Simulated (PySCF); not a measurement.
Consider C$_{6}$H$_{8}$BClF$_{2}$ (SMILES C=C(Cl)CCC(=C)B(F)F).

Input file:

```
{"job": {"kind": "nmr", "xc": "PBE0", "basis": "pcSseg-1"}, "charge": 0, "multiplicity": 1}
C      2.723676     0.982232    -1.280189
C      1.988880    -0.069430    -0.967940
Cl     2.746767    -1.600144    -0.653211
C      0.501556    -0.084472    -0.815199
C      0.106891    -0.170725     0.669421
C     -1.391428    -0.185789     0.833776
C     -2.017471    -1.265830     1.307350
B     -2.206096     1.085196     0.447665
F     -3.523131     1.136444     0.516495
F     -1.651862     2.211736     0.036830
H      2.258041     1.932786    -1.471118
H      3.795244     0.936215    -1.356203
H      0.089787     0.825916    -1.251425
H      0.084945    -0.945592    -1.341872
H      0.539157    -1.072550     1.104759
H      0.516746     0.699211     1.186825
H     -1.482897    -2.156774     1.596157
H     -3.087565    -1.285435     1.426221
```

Launched as:

```sh
OMP_NUM_THREADS=1 python probes_run.py task.json out
```

Geometry: GFN2-xTB.

All numbers below come from PBE0/pcSseg-1, SCF density, gas phase, non-relativistic (PySCF).

Q: What can the converged electron density and electron localisation function tell about the bonding?

A: B–F (1.32 Å): ρ at the midpoint is about 2.2 e/Å³; the ELF peaks at about 0.85 between the atoms (a polar covalent bond).
C–C (1.34 Å): ρ is about 2.3 e/Å³ halfway; the ELF peaks at about 0.95 between the atoms: a multiple bond.
C–B (1.56 Å): ρ is about 1.5 e/Å³ halfway; the ELF peaks at about 1 between the atoms; localised, covalent bonding.
C–H (1.09 Å): the density is about 2 e/Å³ at the midpoint; the ELF climbs to about 1 towards the hydrogen, as it does in any bond to H (a covalent bond by its length).

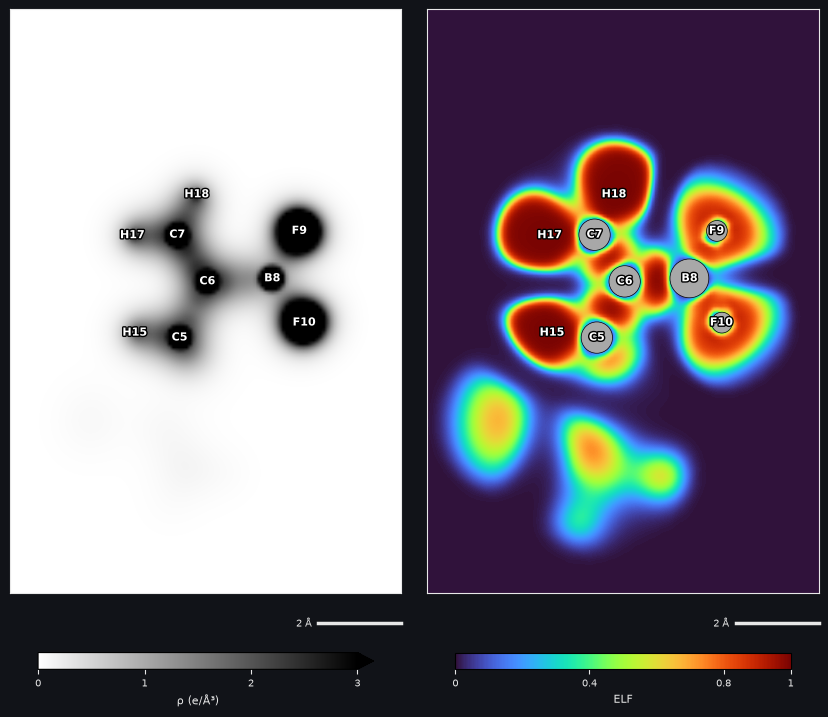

Computed electron density and electron localisation function on the plane of atoms C5, C6 and B8, in this order. Grey discs cover the atomic cores in the ELF map. 
